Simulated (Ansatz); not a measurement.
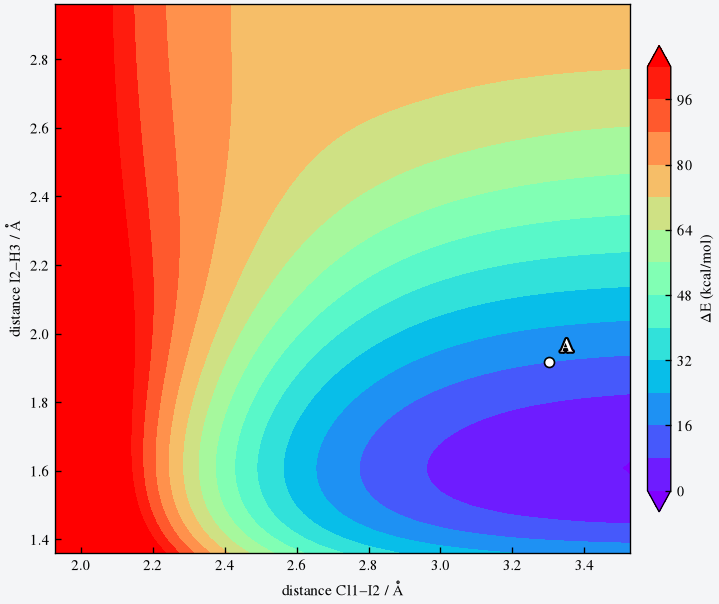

The system Cl⁻ + IH. First axis: distance Cl1–I2. Second axis: distance I2–H3. Nothing is relaxed (the angle Cl1–I2–H3 is fixed at 90 degrees). Grid: 10 × 10 points. Energies are in kcal/mol, from the lowest grid point. The reference is spin-restricted, so regions where a bond is pulled apart into radicals lie too high. Level of theory: RKS PBE0-D4/def2-TZVPD (Ansatz 0.2.0).

Drawn: filled contours, one colour for all values above the top of the scale, the point A. Between grid points the surface is interpolated.

### Is A at rest? If not, where is it pushed?

A, at distance Cl1–I2 = 3.301 Å, distance I2–H3 = 1.918 Å, is not a stationary point. The computed force is 10 kcal/mol for each Å towards larger values of distance Cl1–I2 and 75 kcal/mol for each Å towards smaller values of distance I2–H3.
